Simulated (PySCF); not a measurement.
Vertical excitations of a molecule C2H7AlOS from TDDFT-PBE/def2-SVPD (PySCF 2.14.0), as energy in eV (oscillator strength): 5.17 (0.023), 5.52 (0.013), 5.72 (0.032), 5.79 (0.002), 5.84 (0.092), 6.03 (0.003), 6.14 (0.041), 6.29 (0.042), 6.38 (0.002), 6.41 (0.096). Lowest triplet (TDA): 4.98 eV. The structure is a stationary point at TPSSh-D3(BJ)/def2-SVP. One conformer was computed; it need not be the lowest.

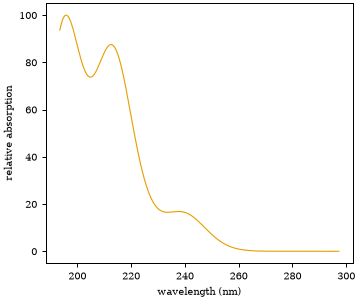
Figure. The lines broadened by 0.4 eV.

Task: Identify the compound among the candidates.
A. C[S][Al]([CH3])[OH]
B. C[O][AlH][S]C
C. C[O][Al]([CH3])[SH]

Result: C, C[O][Al]([CH3])[SH]
